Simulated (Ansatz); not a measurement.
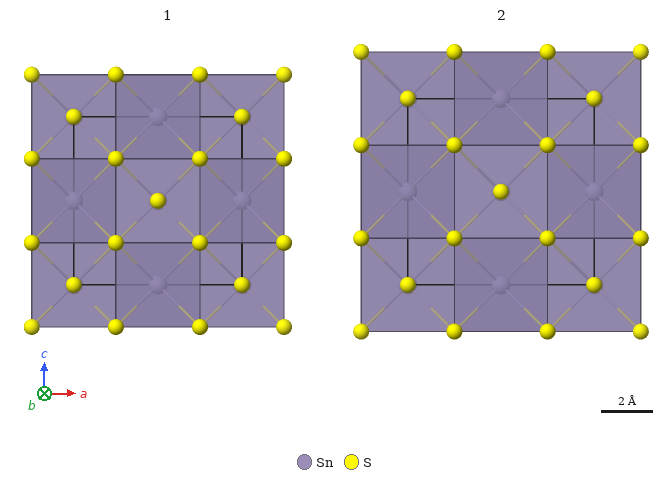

Two geometries of crystalline SnS$_{3}$ (a generated structure, set up in Fm-3m) (coarse preliminary run), drawn at one scale. One is the start of a relaxation, the other its converged end. The picture is a polyhedral view of the conventional cell (4 times the calculation's cell), seen along the b axis. Lengths and directions refer to the drawn axes.

Method: DFT PBE, scalar-relativistic, plane waves, PAW (Ansatz). Set-up: plane-wave cutoff 420 eV; k-point mesh 4 × 4 × 4; occupations gaussian; smearing width 0.1 eV; no spin polarisation; cell and atoms relaxed; force threshold 0.04 eV/Å; at most 70 steps.

Which geometry has the lower energy?

Answer. Structure 1 is the relaxed one. The energy falls by 271 meV per atom in 2 accepted moves (3 points after the start). All forces vanish by symmetry, so only the cell relaxes. The pressure goes from −9.82 to 0.37 GPa. At 1 point the geometry stayed and the basis and grid were re-selected for the new cell (energy shift of 0.5 meV per atom at most each time). The atoms keep their places relative to the cell (all moves are under 0.005 Å). The drawn cell changes as follows: a = b = c 7.427 → 6.703 Å (−9.8 %); the volume changes by −26.5 %. Some distances before and after: S–Sn 3.216 → 2.903 Å, S–S 3.216 → 2.903 Å. The space group stays Fm-3m (No. 225). Cost: 12 s on 1 thread of Intel(R) Xeon(R) Processor @ 2.50GHz (Skylake/Cascade Lake), with other jobs on the host, peak memory 0.37 GiB.
